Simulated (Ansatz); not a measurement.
# Work function of Pt(111): what the settings cost and change, part 2 of 2

Aim: the numerical settings behind the work function of Pt(111), with the cost of each.

Ansatz 0.2.0; plane-wave DFT, PBE, Ansatz PAW.

So far. Step 6 (Slab): The work function is 5.358 eV, -0.305 eV from the run “cutoff 420 eV”, at 0.10 times its CPU time. Step 7 (Run): The work function is 5.599 eV, -0.064 eV from the run “cutoff 420 eV”, at 0.21 times its CPU time.

## Step 8: Run

Contents of input.yaml:

```yaml
crystal:
  lattice:
    - [2.7718585823, 0.0, 0.0]
    - [1.3859292911, 2.4004999479, 0.0]
    - [0.0, 0.0, 31.5792783313]
  atoms:
    - { symbol: Pt, position: [0.0, 0.0, 0.2849970131] }
    - { symbol: Pt, position: [0.3333333333, 0.3333333333, 0.3566646754] }
    - { symbol: Pt, position: [0.6666666667, 0.6666666667, 0.4283323377] }
    - { symbol: Pt, position: [0.0, 0.0, 0.5] }
    - { symbol: Pt, position: [0.3333333333, 0.3333333333, 0.5716676623] }
    - { symbol: Pt, position: [0.6666666667, 0.6666666667, 0.6433353246] }
    - { symbol: Pt, position: [0.0, 0.0, 0.7150029869] }
kpoints:
  mp_grid: { grid: [11, 11, 1] }
hamiltonian:
  xc: pbe
scf:
  occupations: { method: fermi_dirac, width: 0.1 }
  convergence: { dr2_threshold: 1.0e-09 }
efield:
  axis: 3
  dipole_correction: true
  ramp_position: 0.97
  ramp_width: 0.06
output:
  write_potential: true
  write_density: true
  volumetric_format: npy
```

Launch:

```
$ ansatz run input.yaml --threads 2 --pin off --max-ram 3072MiB --backend cpu --events-out ev --progress --plain --runs-dir out
```

Numbers of over 12 decimals in the logs are rounded to 6 here.

The program printed:

```text
[...]
Crystal: 7 atoms, lattice volume = 210.124 Å³
Basis set: ecut = 420 eV, 4137 PW (Γ)
Bands: 76, of which v1, the nominal top of the filled ones, is band 63 counted from 1 (62 counted from 0)
Symmetry: 6 space group operations
k-points: 16 of 121 (time reversal used)
[...]
k-point 0: bands = [... 59 lower, 7.4514, 7.4514, 7.8010, 7.8010, 8.2983, 8.2983, 8.7419, 8.7419, ... 9 higher]
  k-point 1: bands = [... 59 lower, 7.4837, 7.5046, 7.7249, 7.8200, 7.8868, 8.3079, 8.3406, 8.7538, ... 9 higher]
  k-point 2: bands = [... 59 lower, 7.2359, 7.4554, 7.5669, 7.8616, 8.1238, 8.3196, 8.7773, 9.0001, ... 9 higher]
  k-point 15: bands = [... 59 lower, 8.6303, 8.7042, 8.8085, 8.8773, 13.0693, 13.0735, 13.5597, 13.6995, ... 9 higher]
[key lines of the parts left out:]
SCF converged after 12 iterations
Free energy (F): -87660.022782 eV
Fermi energy:    8.920711 eV
Dipole field:    D = 0.000002 V/Å  (p = 0.000002 e·Å, saw-weighted, corrected)
Work function:   Φ+ = 5.6378 eV   Φ− = 5.6379 eV
```

Wall time 45 s (2 threads of Arm Neoverse N1, shared host); peak memory 0.58 GiB.

The work function is 5.638 eV, -0.025 eV from the run “cutoff 420 eV”, at 0.53 times its CPU time.

## Step 9: Run

input.yaml: that of step 8 with these lines changed.

```diff
@@ -14,3 +14,3 @@
 kpoints:
-  mp_grid: { grid: [11, 11, 1] }
+  mp_grid: { grid: [26, 26, 1] }
 hamiltonian:
```

The program printed:

```text
[...]
Crystal: 7 atoms, lattice volume = 210.124 Å³
Basis set: ecut = 420 eV, 4137 PW (Γ)
Bands: 76, of which v1, the nominal top of the filled ones, is band 63 counted from 1 (62 counted from 0)
Symmetry: 6 space group operations
k-points: 70 of 676 (time reversal used)
[...]
k-point 0: bands = [... 59 lower, 7.4393, 7.4393, 7.7880, 7.7880, 8.2830, 8.2830, 8.7277, 8.7277, ... 9 higher]
  k-point 1: bands = [... 59 lower, 7.4484, 7.4631, 7.7921, 7.8451, 8.2850, 8.2882, 8.4005, 8.6700, ... 9 higher]
  k-point 2: bands = [... 59 lower, 7.4801, 7.4941, 7.7995, 7.8023, 7.9613, 8.2661, 8.2904, 8.7367, ... 9 higher]
  k-point 69: bands = [... 59 lower, 8.5514, 8.6582, 8.7253, 8.7688, 13.2867, 13.2911, 13.8532, 13.8858, ... 9 higher]
[key lines of the parts left out:]
SCF converged after 10 iterations
Free energy (F): -87660.027777 eV
Fermi energy:    8.916120 eV
Dipole field:    D = -0.000004 V/Å  (p = -0.000005 e·Å, saw-weighted, corrected)
Work function:   Φ+ = 5.6613 eV   Φ− = 5.6612 eV
```

Elapsed: 2.8 min, on 2 threads; peak memory 1.2 GiB; 5 min of CPU time.

The work function is 5.661 eV, -0.002 eV from the run “cutoff 420 eV”, at 2.1 times its CPU time.

## Step 10: Run

input.yaml: that of step 9 with these lines changed.

```diff
@@ -14,3 +14,3 @@
 kpoints:
-  mp_grid: { grid: [26, 26, 1] }
+  mp_grid: { grid: [17, 17, 1] }
 hamiltonian:
@@ -18,3 +18,3 @@
 scf:
-  occupations: { method: fermi_dirac, width: 0.1 }
+  occupations: { method: gaussian, width: 0.05 }
   convergence: { dr2_threshold: 1.0e-09 }
```

The program printed:

```text
[...]
Crystal: 7 atoms, lattice volume = 210.124 Å³
Basis set: ecut = 420 eV, 4137 PW (Γ)
Bands: 76, of which v1, the nominal top of the filled ones, is band 63 counted from 1 (62 counted from 0)
Symmetry: 6 space group operations
k-points: 33 of 289 (time reversal used)
[...]
k-point 0: bands = [... 59 lower, 7.4474, 7.4474, 7.7948, 7.7948, 8.2933, 8.2933, 8.7408, 8.7408, ... 9 higher]
  k-point 1: bands = [... 59 lower, 7.4711, 7.4957, 7.8033, 7.8786, 8.1276, 8.2735, 8.2977, 8.7460, ... 9 higher]
  k-point 2: bands = [... 59 lower, 7.3502, 7.5139, 7.5526, 7.8221, 7.8693, 8.3072, 8.5226, 8.7591, ... 9 higher]
  k-point 32: bands = [... 59 lower, 8.5935, 8.6595, 8.7489, 8.8071, 13.1964, 13.1966, 13.7446, 13.8465, ... 9 higher]
[key lines of the parts left out:]
SCF converged after 12 iterations
Free energy (F): -87659.830968 eV
Fermi energy:    8.899391 eV
Dipole field:    D = -0.000001 V/Å  (p = -0.000001 e·Å, saw-weighted, corrected)
Work function:   Φ+ = 5.6721 eV   Φ− = 5.6720 eV
```

It took 83 s on 2 threads; peak memory 0.8 GiB; 2.4 min of CPU time.

The work function is 5.672 eV, +0.009 eV from the run “cutoff 420 eV”, at 1.0 times its CPU time.

## Step 11: Slab

input.yaml: that of step 10 with these lines changed.

```diff
@@ -18,3 +18,3 @@
 scf:
-  occupations: { method: gaussian, width: 0.05 }
+  occupations: { method: methfessel_paxton, width: 0.2 }
   convergence: { dr2_threshold: 1.0e-09 }
```

The program printed:

```text
[...]
Crystal: 7 atoms, lattice volume = 210.124 Å³
Basis set: ecut = 420 eV, 4137 PW (Γ)
Bands: 76, of which v1, the nominal top of the filled ones, is band 63 counted from 1 (62 counted from 0)
Symmetry: 6 space group operations
k-points: 33 of 289 (time reversal used)
[...]
k-point 0: bands = [... 59 lower, 7.4413, 7.4413, 7.7912, 7.7912, 8.2902, 8.2902, 8.7367, 8.7367, ... 9 higher]
  k-point 1: bands = [... 59 lower, 7.4652, 7.4905, 7.7998, 7.8761, 8.1249, 8.2702, 8.2946, 8.7419, ... 9 higher]
  k-point 2: bands = [... 59 lower, 7.3477, 7.5081, 7.5501, 7.8187, 7.8650, 8.3040, 8.5193, 8.7548, ... 9 higher]
  k-point 32: bands = [... 59 lower, 8.5906, 8.6530, 8.7450, 8.8017, 13.1903, 13.1906, 13.7393, 13.8407, ... 9 higher]
[key lines of the parts left out:]
SCF converged after 13 iterations
Free energy (F): -87659.828283 eV
Fermi energy:    8.900737 eV
Dipole field:    D = 0.000001 V/Å  (p = 0.000001 e·Å, saw-weighted, corrected)
Work function:   Φ+ = 5.6760 eV   Φ− = 5.6760 eV
```

The job ended after 87 s (2 threads; peak memory 0.8 GiB).

The work function is 5.676 eV, +0.013 eV from the run “cutoff 420 eV”, at 1.1 times its CPU time.

## Step 12: Run

input.yaml: that of step 11 with these lines changed.

```diff
@@ -18,3 +18,3 @@
 scf:
-  occupations: { method: methfessel_paxton, width: 0.2 }
+  occupations: { method: fermi_dirac, width: 0.3 }
   convergence: { dr2_threshold: 1.0e-09 }
```

The program printed:

```text
band count auto-derived: 83 (N_el = 126.0; filled up to band 63; 76 by the electrons, moments and atoms)
[...]
Crystal: 7 atoms, lattice volume = 210.124 Å³
Basis set: ecut = 420 eV, 4137 PW (Γ)
Bands: 83, of which v1, the nominal top of the filled ones, is band 63 counted from 1 (62 counted from 0)
Symmetry: 6 space group operations
[...]
k-point 0: bands = [... 59 lower, 7.4298, 7.4298, 7.7748, 7.7748, 8.2657, 8.2657, 8.7062, 8.7062, ... 16 higher]
  k-point 1: bands = [... 59 lower, 7.4567, 7.4766, 7.7846, 7.8446, 8.0927, 8.2540, 8.2706, 8.7121, ... 16 higher]
  k-point 2: bands = [... 59 lower, 7.3131, 7.5006, 7.5207, 7.8060, 7.8508, 8.2811, 8.5127, 8.7270, ... 16 higher]
  k-point 32: bands = [... 59 lower, 8.5885, 8.6586, 8.7462, 8.8087, 13.1942, 13.1988, 13.7305, 13.8381, ... 16 higher]
[key lines of the parts left out:]
SCF converged after 10 iterations
Free energy (F): -87661.296123 eV
Fermi energy:    8.995564 eV
Dipole field:    D = 0.000001 V/Å  (p = 0.000001 e·Å, saw-weighted, corrected)
Work function:   Φ+ = 5.5891 eV   Φ− = 5.5892 eV
```

Run time: 96 s. Hardware: 2 threads; peak memory 0.86 GiB.

The work function is 5.589 eV, -0.074 eV from the run “cutoff 420 eV”, at 1.1 times its CPU time.

## Step 13: Slab

input.yaml: that of step 12 with these lines changed.

```diff
@@ -18,3 +18,3 @@
 scf:
-  occupations: { method: fermi_dirac, width: 0.3 }
+  occupations: { method: cold, width: 0.1 }
   convergence: { dr2_threshold: 1.0e-09 }
```

The program printed:

```text
[...]
Crystal: 7 atoms, lattice volume = 210.124 Å³
Basis set: ecut = 420 eV, 4137 PW (Γ)
Bands: 76, of which v1, the nominal top of the filled ones, is band 63 counted from 1 (62 counted from 0)
Symmetry: 6 space group operations
k-points: 33 of 289 (time reversal used)
[...]
k-point 0: bands = [... 59 lower, 7.4455, 7.4455, 7.7937, 7.7937, 8.2928, 8.2928, 8.7400, 8.7400, ... 9 higher]
  k-point 1: bands = [... 59 lower, 7.4693, 7.4942, 7.8022, 7.8785, 8.1272, 8.2723, 8.2973, 8.7451, ... 9 higher]
  k-point 2: bands = [... 59 lower, 7.3502, 7.5122, 7.5523, 7.8210, 7.8677, 8.3067, 8.5211, 8.7581, ... 9 higher]
  k-point 32: bands = [... 59 lower, 8.5922, 8.6573, 8.7479, 8.8050, 13.1944, 13.1950, 13.7436, 13.8449, ... 9 higher]
[key lines of the parts left out:]
SCF converged after 13 iterations
Free energy (F): -87659.820127 eV
Fermi energy:    8.901129 eV
Dipole field:    D = 0.000001 V/Å  (p = 0.000001 e·Å, saw-weighted, corrected)
Work function:   Φ+ = 5.6714 eV   Φ− = 5.6714 eV
```

Wall time 88 s (2 threads); peak memory 0.8 GiB.

The work function is 5.671 eV, +0.008 eV from the run “cutoff 420 eV”, at 1.1 times its CPU time.

## Step 14: Comparing the runs

Times are for 2 threads of Arm Neoverse N1, shared host. The series side by side:

```tsv
no.	setting	work function, upper face (eV)	time	memory (GiB)
1	cutoff 200 eV	6.343	37 s	0.44
2	cutoff 300 eV	5.670	57 s	0.57
3	cutoff 420 eV	5.663	83 s	0.8
4	cutoff 600 eV	5.663	2.1 min	1.2
5	mesh 3x3	5.358	11 s	0.44
6	mesh 6x6	5.599	19 s	0.48
7	mesh 11x11	5.638	45 s	0.58
8	mesh 26x26	5.661	2.8 min	1.2
9	Gaussian smearing 0.05 eV	5.672	83 s	0.8
10	methfessel_paxton smearing 0.2 eV	5.676	87 s	0.8
11	fermi_dirac smearing 0.3 eV	5.589	96 s	0.86
12	cold smearing 0.1 eV	5.671	88 s	0.8
```

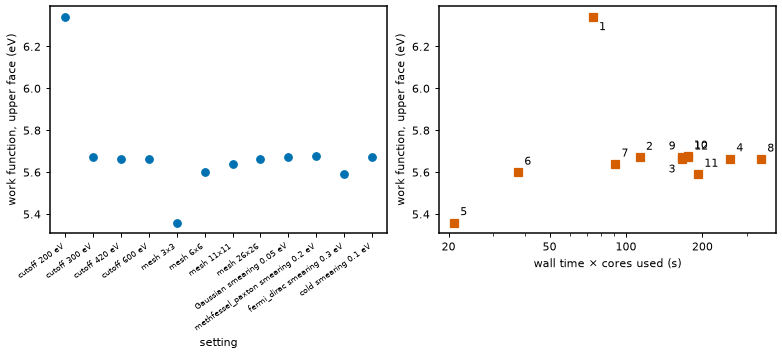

The series as plots; the last panel sets the first result against cost, with the runs numbered as in the table.

## Step 15: Varying the input

An input spoilt on purpose, to show how the run answers: it repeats the earlier run “cutoff 200 eV” with efield.ramp_width from 0.06 to 0.9, and scf.max_iter set to 60; its output block differs too.

input.yaml: that of step 13 with these lines changed.

```diff
@@ -18,4 +18,5 @@
 scf:
-  occupations: { method: cold, width: 0.1 }
+  occupations: { method: fermi_dirac, width: 0.1 }
   convergence: { dr2_threshold: 1.0e-09 }
+  max_iter: 60
 efield:
@@ -24,3 +25,5 @@
   ramp_position: 0.97
-  ramp_width: 0.06
+  ramp_width: 0.9
+basis:
+  ecutwfc: "200 eV"
 output:
```

The program printed:

```text
Warning: basis.ecutwfc = 200 eV is below the records' recommended 420 eV, and the density's cutoff is lower with it unless basis.ecutrho_ratio is high enough to keep the records' density cutoff: compare with a run at a higher cutoff
Warning: basis.ecutrho_ratio 4 (ecutrho = 800 eV, dense FFT grid 15×15×150): the grid does not resolve the core-correction charge of Pt (measure 0.09 e/Å^2.5); warned from 0.08. The energy and each atom's force then go with where the atoms sit on the grid: [figures from the program's tests cut] If this deck is also warned that a cutoff or its ratio is below what is recommended, mend that before anything below. First try basis.xc_grid, which is 1 on this run (the dense grid itself), where it is not refused (2, then 3). Above 1 the core-correction charge is laid on the exchange–correlation grid, and this warning is never given, whether or not the level is enough: [rest of the remark cut]
Engine: ansatz 0.2.0, aarch64-unknown-linux-gnu
Pseudopotentials: kind: paw
Pseudopotential: Pt, paw, valence charge 18, recommended cutoff 420 eV (normal), Pt.paw.azcp
Functional definition: PBE
  parameter kappa = 0.804
  parameter beta = 0.066725
  exchange = pbe_x(kappa = kappa, mu = beta*pi^2/3)
  correlation = pbe_c(beta = beta)
Crystal: 7 atoms, lattice volume = 210.124 Å³
Basis set: ecut = 200 eV, 1375 PW (Γ)
Bands: 76, of which v1, the nominal top of the filled ones, is band 63 counted from 1 (62 counted from 0)
Symmetry: 6 space group operations
k-points: 33 of 289 (time reversal used)
Non-local potential: Pt, projectors of the file, l = 0: 3, l = 1: 2, l = 2: 2, l = 3: 1
PAW form: soft (Blöchl's): semilocal exchange-correlation on the pseudo side does not see the compensation charge
PAW one-centre angular grid: Pt, 590 points (default); XC on 64 Gauss nodes
Initial density: superposition of atomic densities (neutral atoms: chi_scale 0, normalization atom), corrected by the library's trained network
Initial wavefunctions: pseudopotential atomic-orbital guess
Functional: x = pbe(κ = 0.804, μ = 0.219515), c = pbe(β = 0.066725)
Error: efield: ion 0 (Pt) at fractional coordinate 0.2850 along the field axis lies inside the sawtooth ramp with 2 of the planes that the density is read on at each end, [0.9567, 0.8833] — the ramp must sit in vacuum (an ion there feels the fictitious reversed slope); set or move the ramp (efield.ramp_position / ramp_width) or move the geometry
```

Elapsed: 0.34 s, on 2 threads; peak memory 0.24 GiB.

The input was rejected at the start.

The program's message: “Error: efield: ion 0 (Pt) at fractional coordinate 0.2850 along the field axis lies inside the sawtooth ramp with 2 of the planes that the density is read on at each end, [0.9567, 0.8833] — the ramp m …”

The fault put into the input: a ramp so wide that it reaches the atoms.

## Step 16: What came out

```
work function, cutoff 200 eV : 6.343 eV
work function, cutoff 420 eV : 5.663 eV
work function, cutoff 600 eV : 5.663 eV
work function, mesh 3x3      : 5.358 eV
```

**Reading.** The run at the highest cutoff gives 5.66 eV, and the settings tried spread the value from 5.36 to 6.34 eV. Against 600 eV, a cutoff of 200 eV is off by +0.679 eV. Against 600 eV, a cutoff of 420 eV is off by -0.000 eV. Against the finest mesh, 26 points along a, the coarser ones are off by -0.30 (3), -0.06 (6) and -0.02 (11) eV. The smearing schemes and widths spread it over 0.09 eV. The program marks the value as in doubt in “cutoff 200 eV”. The ladder's slabs use the tabulated experimental lattice constant (two decimals; a low-temperature value for the alkali metals). In 1 run of the series (cutoff 200 eV) the program warns that electrons reach the sawtooth's ramp, which makes dipole and work function less sure.

Computed beside measured:

| quantity | measured | cutoff 600 eV |
| --- | --- | --- |
| work function (clean (111) face, a compiled value) (eV) | 5.91 | 5.66 (-0.25 eV) |

Measured values from arxiv:1902.07811 (2019).

Verdict: The work function is off by -0.25 eV: fair agreement. The grades are ours: good and fair within 3 and 7 % for the work function. No cell relaxation is part of this session.

[Logs are printed without paths, hosts, clocks, repeated set-up lines and the standing remarks that a program may print on its own settings, such as how far it seeks lower states.]

[Hosts, paths, dates, database ids (printed as entryN), source tags and the programs' standing remarks are cut or masked in the printed files.]

[Maps of the electrostatic potential energy from Ansatz leave out the sawtooth potential of an applied field or a dipole correction, so their vacuum need not be flat; planar profiles and work functions include it.]
